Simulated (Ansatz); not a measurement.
# Si₂H₄S (SMILES [SiH3][SiH]=S): one structure at several levels

A test off equilibrium: a structure displaced at random from a GFN2-xTB minimum is computed at several levels, and each is set against CCSD(T).

Program: Ansatz 0.2.0, Gaussian basis. Level of theory: single points in def2-TZVPP. These are calculated values, not measurements.

Cores are frozen in the correlated methods.

## Step 1: The system as given

SMILES `[SiH3][SiH]=S`, 7 atoms, charge 0, spin multiplicity 1.

Atoms are counted from 1 here; the program's logs count them from 0.

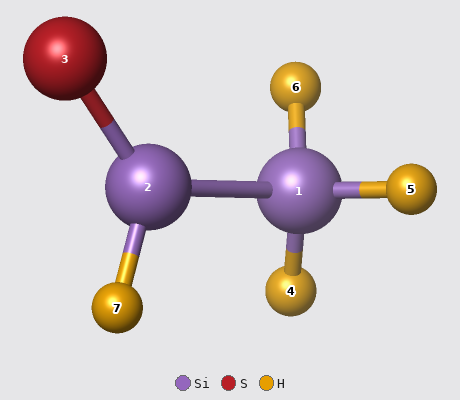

Start geometry, drawn with silicon purple, sulfur red, hydrogen amber; atoms are numbered from 1 in the order of the file.

As a file:

```mol
H4SSi2
  3D, bonds by distance, orders not assigned

  7  6  0  0  0  0  0  0  0  0999 V2000
   -0.8400    0.5100   -0.3727 Si  0  0
    1.0239   -0.6802    0.3965 Si  0  0
    2.1186   -0.4493    2.0072 S   0  0
   -1.7348   -0.3753   -1.0826 H   0  0
   -0.4314    1.6380   -1.2541 H   0  0
   -1.5096    1.1174    0.7684 H   0  0
    1.4017   -1.7756   -0.5957 H   0  0
  1  2  8  0
  1  4  8  0
  1  5  8  0
  1  6  8  0
  2  3  8  0
  2  7  8  0
M  END
```

## Step 2: CCSD(T)/def2-TZVPP

File run/in.yaml:

```yaml
crystal:
  periodic: [false, false, false]
  atoms:
    - {symbol: Si, position_ang: [-0.840000, 0.510000, -0.372700]}
    - {symbol: Si, position_ang: [1.023900, -0.680200, 0.396500]}
    - {symbol: S, position_ang: [2.118600, -0.449300, 2.007200]}
    - {symbol: H, position_ang: [-1.734800, -0.375300, -1.082600]}
    - {symbol: H, position_ang: [-0.431400, 1.638000, -1.254100]}
    - {symbol: H, position_ang: [-1.509600, 1.117400, 0.768400]}
    - {symbol: H, position_ang: [1.401700, -1.775600, -0.595700]}
basis:
  gaussian: {orbitals: def2-TZVPP}
correlation: {method: ccsd_t}
output: {forces: true}
```

No record of the launch command was kept for these runs.

## Step 3: PBE0-D4/def2-TZVPP

Edit run/in.yaml of step 2 so:

```diff
@@ -12,3 +12,3 @@
   gaussian: {orbitals: def2-TZVPP}
-correlation: {method: ccsd_t}
-output: {forces: true}
+hamiltonian: {xc: pbe0, dispersion: d4}
+output: {forces: true, orbitals: {seedname: orbitals}}
```

## Step 4: wB97M-V/def2-TZVPP

Edit run/in.yaml of step 3 so:

```diff
@@ -12,3 +12,3 @@
   gaussian: {orbitals: def2-TZVPP}
-hamiltonian: {xc: pbe0, dispersion: d4}
-output: {forces: true, orbitals: {seedname: orbitals}}
+hamiltonian: {xc: {name: wB97M-V}}
+output: {forces: true}
```

## Step 5: r2SCAN-D4/def2-TZVPP

Edit run/in.yaml of step 4 so:

```diff
@@ -12,3 +12,3 @@
   gaussian: {orbitals: def2-TZVPP}
-hamiltonian: {xc: {name: wB97M-V}}
+hamiltonian: {xc: r2scan, dispersion: d4}
 output: {forces: true}
```

## Step 6: PBE-D4/def2-TZVPP

Edit run/in.yaml of step 5 so:

```diff
@@ -12,3 +12,3 @@
   gaussian: {orbitals: def2-TZVPP}
-hamiltonian: {xc: r2scan, dispersion: d4}
+hamiltonian: {xc: pbe, dispersion: d4}
 output: {forces: true}
```

## Step 7: HSE06-D4/def2-TZVPP

Edit run/in.yaml of step 6 so:

```diff
@@ -12,3 +12,3 @@
   gaussian: {orbitals: def2-TZVPP}
-hamiltonian: {xc: pbe, dispersion: d4}
+hamiltonian: {xc: hse06, dispersion: d4}
 output: {forces: true}
```

## Step 8: LC-wPBE/def2-TZVPP

Edit run/in.yaml of step 7 so:

```diff
@@ -12,3 +12,3 @@
   gaussian: {orbitals: def2-TZVPP}
-hamiltonian: {xc: hse06, dispersion: d4}
+hamiltonian: {xc: {name: LC-wPBE}}
 output: {forces: true}
```

(Steps that only read results are left out.)

Before running it: what results should come out? Wanted: energy less free atoms, CCSD(T)/def2-TZVPP; RMS force component; RMS force error; HOMO and LUMO, PBE0-D4; T1 diagnostic.

As calculated:

| quantity | value |
| --- | --- |
| energy less free atoms, CCSD(T)/def2-TZVPP | -462.0 kcal/mol |
| RMS force component | 0.358 to 0.459 eV/Å over the methods |
| RMS force error | PBE0-D4 0.131, wB97M-V 0.161, r2SCAN-D4 0.088, PBE-D4 0.143, HSE06-D4 0.124, LC-wPBE 0.295 eV/Å |
| HOMO and LUMO, PBE0-D4 | -6.95 and -2.86 eV |
| T1 diagnostic | 0.018 |

Against CCSD(T) the functionals' energies less atoms differ by -16.6 to -1.5 kcal/mol, PBE-D4 by -13.6 kcal/mol. The reference is not at the basis limit: in triple zeta CCSD(T) underbinds, which counts against methods that bind more; the gaps are no ranking. The forces of r2SCAN-D4 come nearest to CCSD(T), those of LC-wPBE are farthest. Frozen-core CCSD(T) forces in triple zeta carry basis errors of their own, and this is one geometry, so small gaps rank nothing.
